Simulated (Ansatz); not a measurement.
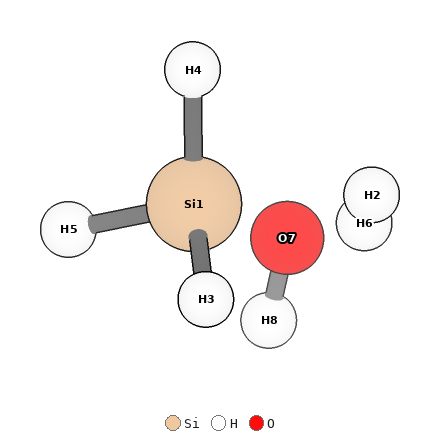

The system is the reacting system H₆OSi (fragments H₄Si + H₂O where the first distance is long, H₄OSi + H₂ where the second is long); the picture shows the reference structure. The first coordinate is: distance H2–H6 (bond that forms); the second: distance H6–O7 (bond that breaks). Relaxed at each point: all other coordinates. Grid: 8 × 8 points. Points are written as (first, second). Energies: kJ/mol, counted from the lowest grid point. Energies and slopes of some neighbouring points disagree (a jump in structure or state, or too coarse a mesh). The reference is spin-restricted, so regions where a bond is pulled apart into radicals lie too high. The calculation used RKS wB97M-V/def2-SVP (Ansatz).

Its coordinates:

```xyz
8

Si   -0.5799   -0.3228   -0.3028
H     0.9439   -1.0420    0.5252
H    -0.0192   -0.9418   -1.5264
H    -1.3680   -1.2154    0.5723
H    -1.5145    0.7408   -0.7846
H     1.0961   -0.0917    0.7030
O     0.5613    1.0765    0.6905
H     0.8802    1.7964    0.1228
```

Range: distance H2–H6 (bond that forms) from 0.666 to 2.466 Å; distance H6–O7 (bond that breaks) from 0.873 to 2.373 Å.

What will the energy surface look like?

The lowest grid point is at (0.824 Å, 2.373 Å). It lies on the edge of the grid, but the force there points inwards, so the minimum lies inside the range. The energy also falls towards the edge at (2.466 Å, 1.005 Å) (39 kJ/mol above the lowest), where a further well may lie outside the range. The highest grid point, (2.466 Å, 2.110 Å), lies 584 kJ/mol above the lowest.

```csv
"second ↓, first →",0.666,0.824,1.042,1.290,1.560,1.848,2.151,2.466
2.373,13,0,74,189,308,416,507,582
2.110,16,2,74,187,304,410,500,584
1.858,28,10,78,186,300,403,483,483
1.618,58,32,90,189,295,364,365,365
1.393,120,79,117,199,239,237,236,235
1.186,234,163,168,222,122,116,114,112
1.005,416,300,259,75,54,45,41,39
0.873,439,268,157,105,80,69,64,62
```

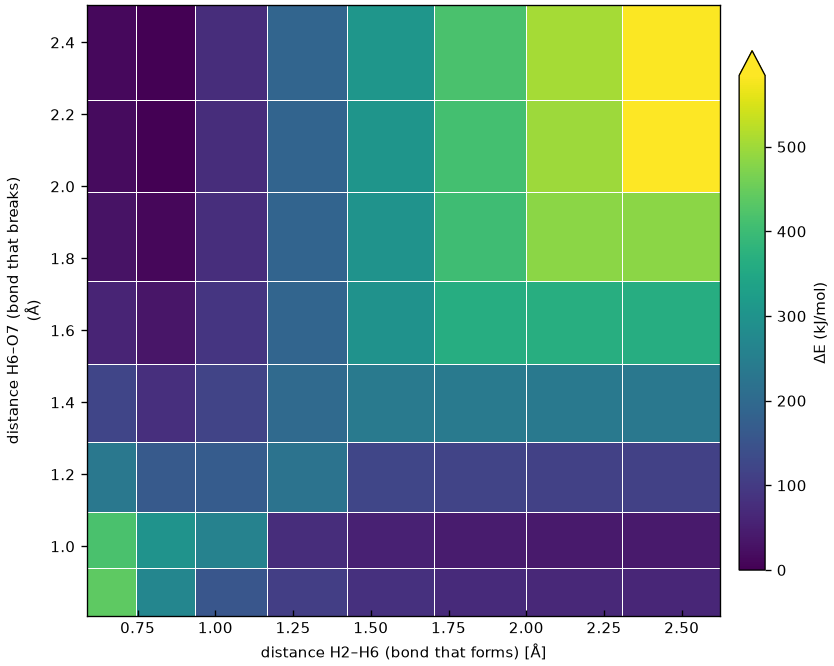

Drawn: one coloured cell a grid point, one colour for all values above the top of the scale.

Each point was launched as `ansatz run input.yaml --threads 1 --pin off --max-ram 2560MiB --backend cpu --events-out ev --progress --plain --runs-dir out`. Time for the 64 points that were run: 38 min on 1 thread of Arm Neoverse V1, on a shared host.
